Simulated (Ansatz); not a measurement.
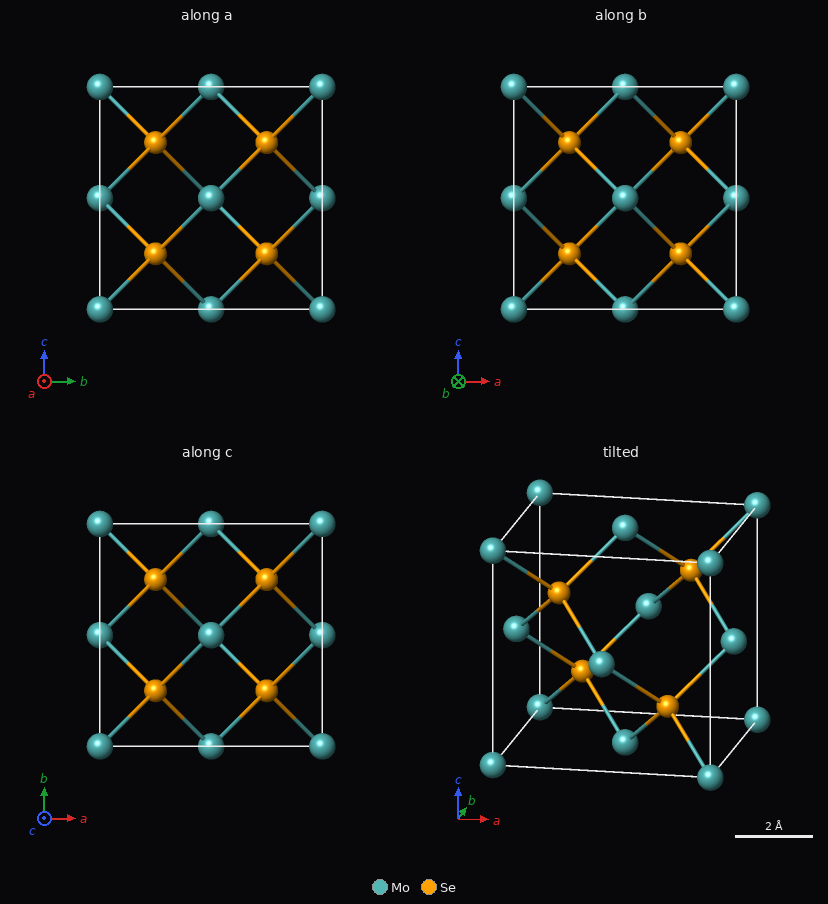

View along the a axis, along the b axis, along the c axis and slightly off an axis, drawn as a ball-and-stick model. The parallelepiped is the conventional unit cell.

Lattice parameters: a = 5.793 Å, b = 5.793 Å, c = 5.793 Å, α = 90.00°, β = 90.00°, γ = 90.00°. Put a along x and b in the xy plane.

Give the atomic positions as a POSCAR file.

```
Mo Se
1.0
     5.793    0.000    0.000
     0.000    5.793    0.000
     0.000    0.000    5.793
Mo Se
4 4
Direct
  0.0000 0.0000 0.0000
  0.0000 0.5000 0.5000
  0.5000 0.0000 0.5000
  0.5000 0.5000 0.0000
  0.2500 0.2500 0.7500
  0.2500 0.7500 0.2500
  0.7500 0.2500 0.2500
  0.7500 0.7500 0.7500
```

The initial geometry was a structure type filled with these elements by a generator (whether the compound takes this form wasn't checked). Earlier steps of the study, as a rule a relaxation of our own, may have changed the cell and positions, so they can lie some per cent off the listed ones. It was run through Ansatz as a DFT input.

At this level of theory the run's own cell isn't at rest (stretched, at -9 GPa), so its distances can differ from those at equilibrium, the more so the softer the solid.
